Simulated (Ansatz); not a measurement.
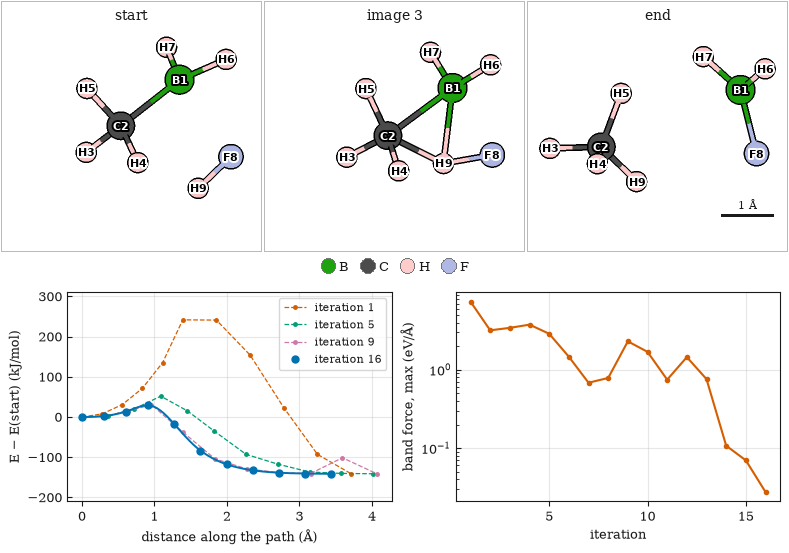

A search for the minimum-energy path of CH$_{6}$BF by the nudged elastic band. Images are numbered from 0 (start) to 10 (end). The plot follows the band through its iterations. The picture is a ball-and-stick view, seen at a tilt.

All numbers below come from RKS PBE/def2-SVP in Ansatz 0.2.0. Settings: 9 movable images; climbing image; force threshold 0.03 eV/Å; iteration limit 60; spring constant 20.0 eV/Å²; starting path through a guess of the saddle point.

Did the band converge, and can the barrier be trusted?

The run is converged, with reservations. The band converged in 16 iterations. The largest component of the band force went from 7.4 to 0.028 eV/Å. The climbing image converged on the top of the path. Its curvatures weren't checked. The first iteration put the highest image at 241.8 kJ/mol. The highest point, image 3, lies 29.0 kJ/mol above the start and 170.2 kJ/mol above the end; the end is at −141.2 kJ/mol relative to the start.

The run took 120 s on 1 thread of Intel(R) Xeon(R) 6975P-C (Granite Rapids), with other jobs on the host, peak memory 0.13 GiB.
